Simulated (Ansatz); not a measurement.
# [AlH4]− (SMILES [H][Al-]([H])([H])[H]): BCCD(T)/3-21G

Aim: the vertical singlet–triplet gap of [AlH4]− at BCCD(T)/3-21G, from 2 runs. 

The results are computed with Ansatz 0.2.0.

6 further runs of the same task are left out: 6 that didn't finish.

## (1) The structure to begin with

The species is [AlH4]− (5 atoms), meant as a singlet with charge -1. SMILES: `[H][Al-]([H])([H])[H]`. Geometry: a GFN2-xTB relaxation, a rough one for these elements and not checked as a minimum.

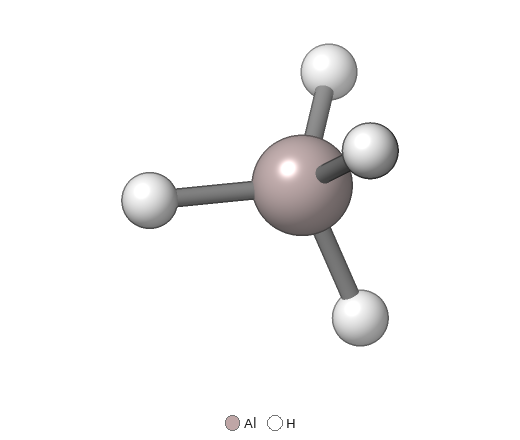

The structure, seen from a chosen angle (aluminium light grey, hydrogen white).

## (2) The energy at BCCD(T)/3-21G

input.yaml

```yaml
crystal:
  periodic: [false, false, false]
  atoms:
    - {symbol: Al, position_ang: [-0.001450, -0.001080, -0.000010]}
    - {symbol: H, position_ang: [0.012860, -0.019320, 1.627070]}
    - {symbol: H, position_ang: [1.530040, 0.013000, -0.552880]}
    - {symbol: H, position_ang: [-0.773910, 1.334120, -0.520140]}
    - {symbol: H, position_ang: [-0.767540, -1.326720, -0.554050]}
basis:
  gaussian:
    orbitals: 3-21G.json
accuracy: high
correlation:
  method: bccd_t
  frozen_orbitals: {Al: 5, H: 0}
total_charge: -1
scf:
  omitted_lower_state_checks: [cluster_reference, increment]
```

The basis set 3-21G is read from a file made from the Basis Set Exchange's data (not shown).

Run with:

```bash
$ ansatz run input.yaml --threads 1 --pin off --max-ram 2610MiB --events-out events.jsonl --progress --plain --runs-dir runs
```

Output:

```text
Warning: RAYON_NUM_THREADS=1 ignored (pool sized by the plan → 1); use --threads N
Functional definition: HF
  name "HF"
  exchange = exact_x
  correlation = 0
these checks for a lower state are left out or cut short: cluster_reference, increment
425 factors; integrals over basis functions are off by at most 2.7e-9 eV
mean field evaluation 1: about -6608.6785 eV, gradient 7.3e0 eV
mean field evaluation 2: about -6608.6823 eV, gradient 7.4e0 eV
mean field evaluation 4: about -6609.0002 eV, gradient 1.9e-1 eV
mean field evaluation 8: about -6609.0006 eV, gradient 3.0e-5 eV
mean field -6609.00063812 eV, -242.8762937094 hartree, gradient 6.6e-8 eV, S^2 0.000000; 0 other end points of the search recorded, 0 dependent functions left out
5 core orbitals not correlated: weight in the atoms' cores, before any rotation towards them, 1.000 or more for the frozen orbitals, at most 0.000 for the correlated occupied ones
reference -6609.00063812 eV, -242.8762937094 hartree; 4, 4 occupied and 12, 12 virtual orbitals, 425 factors
second order -1.45786819 eV of doubles, -0.00000000 eV of singles
cycle   1  -1.84279137 eV  change   -3.8e-1 eV  update   5.4e-2
cycle   2  -2.03701892 eV  change   -1.9e-1 eV  update   2.4e-2
cycle   3  -2.03703257 eV  change   -1.4e-5 eV  update   5.1e-3
cycle   4  -2.03700149 eV  change    3.1e-5 eV  update   9.9e-4
cycle   5  -2.03708886 eV  change   -8.7e-5 eV  update   2.8e-4
cycle   6  -2.03706759 eV  change    2.1e-5 eV  update   6.9e-5
cycle   7  -2.03710758 eV  change   -4.0e-5 eV  update   1.8e-5
cycle   8  -2.03710881 eV  change   -1.2e-6 eV  update   4.3e-6
cycle   9  -2.03710818 eV  change    6.3e-7 eV  update   8.7e-7
cycle  10  -2.03710823 eV  change   -5.2e-8 eV  update   1.3e-7
cycle  11  -2.03710825 eV  change   -1.6e-8 eV  update   3.8e-8
cycle  12  -2.03710825 eV  change   -5.4e-9 eV  update   1.6e-8
cycle  13  -2.03710777 eV  change    4.8e-7 eV  update   9.6e-8
cycle  14  -2.03710761 eV  change    1.6e-7 eV  update   3.3e-8
cycle  15  -2.03710758 eV  change    2.5e-8 eV  update   6.5e-9
cycle  16  -2.03710758 eV  change  -5.4e-10 eV  update   1.7e-9
cycle  17  -2.03710759 eV  change  -6.1e-10 eV  update  4.4e-10
perturbative correction -0.02310175 eV, -0.0008489738 hartree
Total energy: -6611.06084746 eV, -242.9520050061 hartree
Checks for a lower state left out: cluster_reference, increment
```

Wall time 0.18 s (1 thread of Arm Neoverse V1, shared host).

## (3) The triplet

molecule.yaml

```yaml
crystal:
  periodic: [false, false, false]
  atoms:
    - {symbol: Al, position_ang: [-0.001450, -0.001080, -0.000010]}
    - {symbol: H, position_ang: [0.012860, -0.019320, 1.627070]}
    - {symbol: H, position_ang: [1.530040, 0.013000, -0.552880]}
    - {symbol: H, position_ang: [-0.773910, 1.334120, -0.520140]}
    - {symbol: H, position_ang: [-0.767540, -1.326720, -0.554050]}
basis:
  gaussian:
    orbitals: 3-21G.json
total_charge: -1
magnetization:
  spin_polarized: true
  initial_magnetization: 2
correlation:
  method: bccd_t
  frozen_orbitals: {Al: 5, H: 0}
accuracy: high
scf:
  omitted_lower_state_checks: [cluster_reference, increment]
```

The basis set 3-21G is read from a file made from the Basis Set Exchange's data (not shown).

Run with:

```bash
$ ansatz run molecule.yaml --threads 1 --pin off --max-ram 2610MiB --events-out events.jsonl --progress --plain --runs-dir runs
```

Output:

```text
Warning: RAYON_NUM_THREADS=1 ignored (pool sized by the plan → 1); use --threads N
[... 4 set-up lines as earlier in the session ...]
these checks for a lower state are left out or cut short: cluster_reference, increment
425 factors; integrals over basis functions are off by at most 2.7e-9 eV
mean field evaluation 1: about -6600.1912 eV, gradient 9.4e0 eV
mean field evaluation 2: about -6600.1989 eV, gradient 9.4e0 eV
mean field evaluation 4: about -6601.4086 eV, gradient 1.4e0 eV
mean field evaluation 8: about -6601.5696 eV, gradient 2.6e-1 eV
mean field evaluation 16: about -6601.5850 eV, gradient 1.3e-5 eV
mean field evaluation 32: about -6601.2660 eV, gradient 1.4e0 eV
mean field evaluation 64: about -6601.5408 eV, gradient 7.0e-1 eV
mean field evaluation 96: about -6601.5034 eV, gradient 5.7e-1 eV
mean field evaluation 128: about -6601.5850 eV, gradient 9.1e-8 eV
mean field -6601.58495268 eV, -242.6037722959 hartree, gradient 1.9e-8 eV, S^2 2.002363; 11 other end points of the search recorded, 0 dependent functions left out
5 core orbitals not correlated: weight in the atoms' cores, before any rotation towards them, 1.000 or more for the frozen orbitals, at most 0.000 for the correlated occupied ones
reference -6601.58495268 eV, -242.6037722959 hartree; 5, 3 occupied and 11, 13 virtual orbitals, 425 factors
second order -1.34361700 eV of doubles, -0.00000000 eV of singles
cycle   1  -1.72828205 eV  change   -3.8e-1 eV  update   6.4e-2
cycle   2  -1.95084325 eV  change   -2.2e-1 eV  update   3.3e-2
cycle   3  -1.96780048 eV  change   -1.7e-2 eV  update   1.7e-2
cycle   4  -1.98455041 eV  change   -1.7e-2 eV  update   1.2e-2
cycle   5  -1.99156616 eV  change   -7.0e-3 eV  update   8.4e-3
cycle   6  -2.00082278 eV  change   -9.3e-3 eV  update   6.5e-3
cycle   7  -2.01568871 eV  change   -1.5e-2 eV  update   4.2e-3
cycle   8  -2.01495239 eV  change    7.4e-4 eV  update   1.8e-3
cycle   9  -2.01654278 eV  change   -1.6e-3 eV  update   9.0e-4
cycle  10  -2.01732662 eV  change   -7.8e-4 eV  update   4.1e-4
cycle  11  -2.01738468 eV  change   -5.8e-5 eV  update   2.1e-4
cycle  12  -2.01725508 eV  change    1.3e-4 eV  update   1.5e-4
cycle  13  -2.01723761 eV  change    1.7e-5 eV  update   1.3e-4
cycle  14  -2.01726751 eV  change   -3.0e-5 eV  update   1.2e-4
cycle  15  -2.01727319 eV  change   -5.7e-6 eV  update   8.6e-5
cycle  16  -2.01726094 eV  change    1.2e-5 eV  update   4.4e-5
cycle  17  -2.01725561 eV  change    5.3e-6 eV  update   2.3e-5
cycle  18  -2.01725016 eV  change    5.5e-6 eV  update   1.4e-5
cycle  19  -2.01724750 eV  change    2.7e-6 eV  update   9.7e-6
cycle  20  -2.01724918 eV  change   -1.7e-6 eV  update   7.5e-6
cycle  21  -2.01725730 eV  change   -8.1e-6 eV  update   5.4e-6
cycle  22  -2.01726241 eV  change   -5.1e-6 eV  update   3.3e-6
cycle  23  -2.01726477 eV  change   -2.4e-6 eV  update   2.3e-6
cycle  24  -2.01726597 eV  change   -1.2e-6 eV  update   1.7e-6
cycle  25  -2.01726647 eV  change   -5.0e-7 eV  update   1.3e-6
cycle  26  -2.01726761 eV  change   -1.1e-6 eV  update   1.1e-6
cycle  27  -2.01726820 eV  change   -5.9e-7 eV  update   9.8e-7
cycle  28  -2.01726830 eV  change   -1.0e-7 eV  update   8.3e-7
cycle  29  -2.01726772 eV  change    5.7e-7 eV  update   7.0e-7
cycle  30  -2.01726750 eV  change    2.2e-7 eV  update   5.0e-7
cycle  31  -2.01726725 eV  change    2.6e-7 eV  update   3.1e-7
cycle  32  -2.01726695 eV  change    3.0e-7 eV  update   1.9e-7
cycle  33  -2.01726700 eV  change   -5.3e-8 eV  update   1.2e-7
cycle  34  -2.01726699 eV  change    1.4e-8 eV  update   1.1e-7
cycle  35  -2.01726697 eV  change    1.4e-8 eV  update   1.0e-7
cycle  36  -2.01726660 eV  change    3.8e-7 eV  update   1.4e-7
cycle  37  -2.01726632 eV  change    2.7e-7 eV  update   1.0e-7
cycle  38  -2.01726620 eV  change    1.2e-7 eV  update   6.6e-8
cycle  39  -2.01726616 eV  change    4.5e-8 eV  update   4.2e-8
cycle  40  -2.01726616 eV  change   -2.0e-9 eV  update   3.1e-8
cycle  41  -2.01726616 eV  change  -6.0e-10 eV  update   2.4e-8
cycle  42  -2.01726617 eV  change   -6.9e-9 eV  update   2.1e-8
cycle  43  -2.01726617 eV  change   -8.8e-9 eV  update   1.4e-8
cycle  44  -2.01726619 eV  change   -1.1e-8 eV  update   8.5e-9
cycle  45  -2.01726619 eV  change   -5.9e-9 eV  update   5.2e-9
cycle  46  -2.01726619 eV  change   -1.6e-9 eV  update   3.3e-9
cycle  47  -2.01726619 eV  change   8.0e-10 eV  update   2.2e-9
cycle  48  -2.01726619 eV  change   5.4e-10 eV  update   1.7e-9
cycle  49  -2.01726619 eV  change  -7.2e-11 eV  update   1.2e-9
cycle  50  -2.01726619 eV  change  -2.1e-10 eV  update  7.0e-10
perturbative correction -0.05727684 eV, -0.0021048852 hartree
Total energy: -6603.65949571 eV, -242.6800103463 hartree
Checks for a lower state left out: cluster_reference, increment
```

Wall time 0.7 s (1 thread of Arm Neoverse V1, shared host).

## (4) Outcome

Level: BCCD(T)/3-21G, 5 core orbitals frozen.

```
                                            quantity          value
                               singlet: total energy  -242.95201 Eh
singlet: correlation energy (5 core orbitals frozen)      -75.7 mEh
                             singlet: (T) correction      -0.85 mEh
                               triplet: total energy  -242.68001 Eh
triplet: correlation energy (5 core orbitals frozen)      -76.2 mEh
                             triplet: (T) correction      -2.10 mEh
          triplet: ⟨S²⟩ of the reference determinant          2.002
    vertical energy of the triplet above the singlet       7.401 eV
```

In words: At this shape the triplet lies 7.40 eV (714 kJ/mol) above the singlet. For an anion a state so high probably lies above electron detachment. The triples (singlet) make up 1.1 % of the correlation energy. The triples (triplet) make up 2.8 % of the correlation energy.
